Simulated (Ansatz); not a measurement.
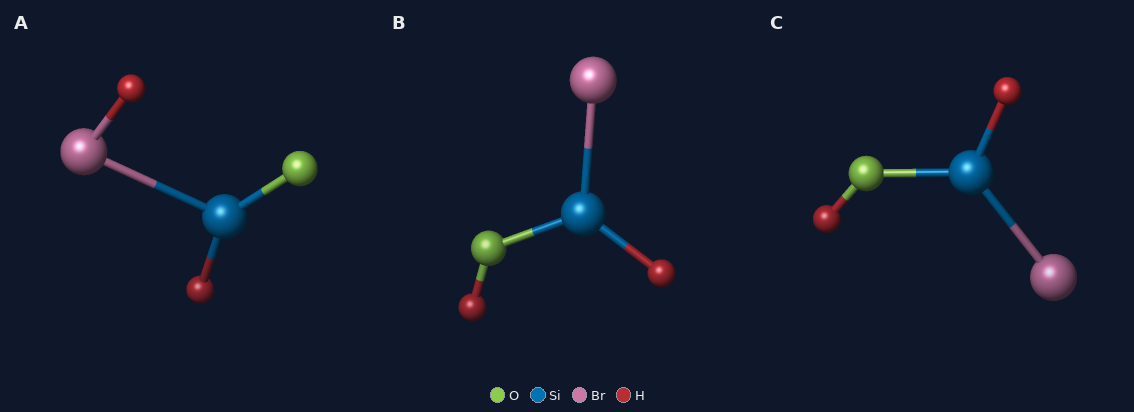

3 stationary structures of one formula. State: charge +1, singlet. Geometries: PBE0-D4/def2-TZVP. Electronic energies: r2SCAN-D4/def2-TZVPP (Ansatz 0.2.0), without zero-point energy. No frequency run is at hand to confirm each as a minimum.

Question: Which structure is the most stable?

Answer: C is lowest (Cs); B lies 5.5 kJ/mol above it (Cs), A lies 263.3 kJ/mol above it (Cs).
